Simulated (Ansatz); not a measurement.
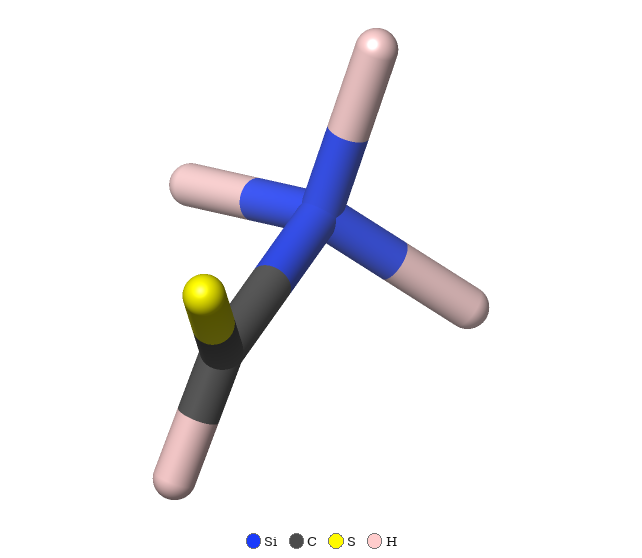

Which formula does it have?

CH4SSi, 7 atoms: 1 carbon, 4 hydrogen, 1 sulfur and 1 silicon.

Does it have rings?

It has no ring.

What is its SMILES?

[SiH3]C=S

How many atoms are distinct by symmetry?

6: 1 Si, 1 C, 1 S, 1 H, 2 H, 1 H.

The parts below concern this one geometry. Atoms keep their numbers from picture to picture. The computed structure is the end point of a PBE0-D4/def2-TZVP optimisation.

**Dipole moment**

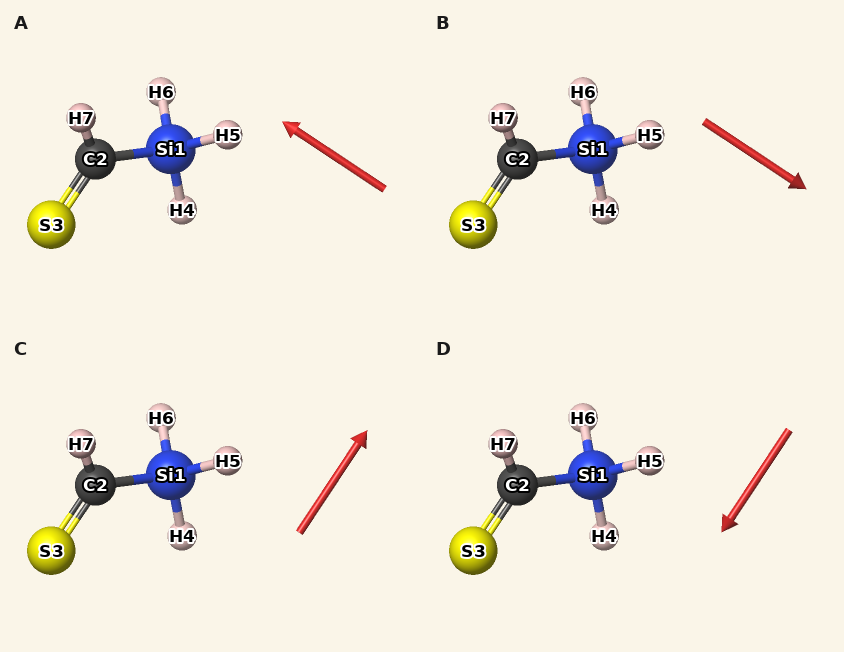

The same molecule four times, each with an arrow. Properties computed with RKS ωB97M-V/def2-TZVPP (Ansatz 0.2.0).

Which arrow points along the dipole moment, from the negative to the positive end?

C. The dipole moment is 1.46 D; it points from the side of S3 to the side of H5, H6 (the outermost atoms at the two ends).

**Vibrations**

Harmonic vibrations computed with RKS PBE0-D4/def2-TZVP (Ansatz 0.2.0) at a stationary point of the same level.

How many vibrational modes are there, and where do they lie?

15 modes: 80, 226, 508, 557, 735, 802, 906, 934, 935, 1110, 1261, 2217, 2220, 2267, 3061 cm⁻¹.

**Electronic properties**

Level of theory: RKS r2SCAN-D4/def2-TZVPP (Ansatz 0.2.0).

Give the HOMO energy (Kohn–Sham orbital) at this level.

−5.48 eV.

What is the LUMO energy (Kohn–Sham orbital)?

−3.66 eV.

Give the vertical ionisation energy at this level.

8.61 eV.

Estimate the dispersion correction.

−3.1 kJ/mol.

**Charges**

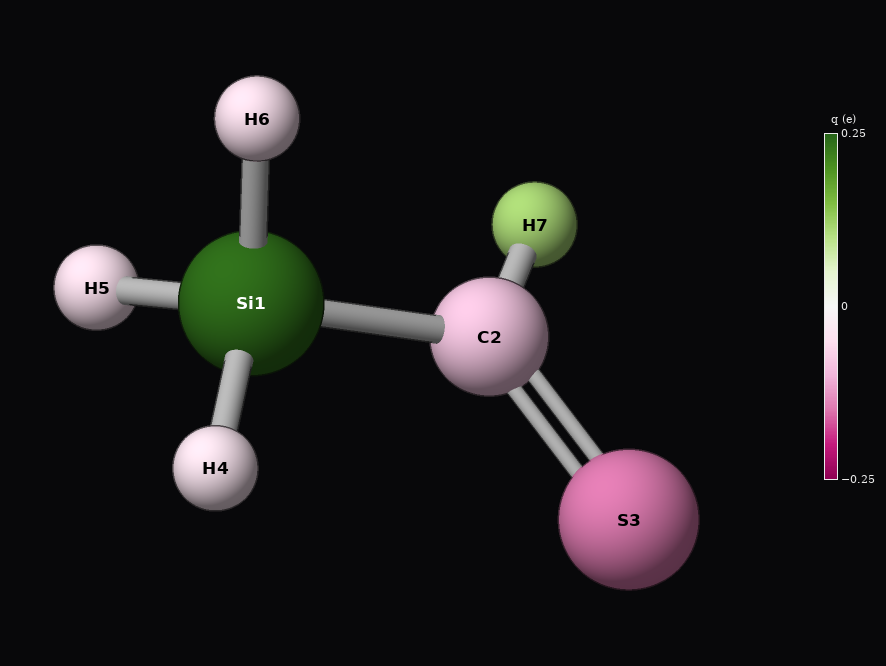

Atoms are coloured by their Mulliken charges. Method: RKS PBE-D4/def2-TZVPP (Ansatz 0.2.0).

Which atom carries the highest charge (most positive or least negative)?

Si1 (0.24 e).

And the lowest?

S3 (−0.15 e).

Give the Mulliken charges atom by atom.

```tsv
atom	value (e)
Si1	0.24
C2	−0.08
S3	−0.15
H4	−0.04
H5	−0.04
H6	−0.04
H7	0.11
```

Mulliken values depend strongly on the basis set and can even reverse the polarity of a bond.
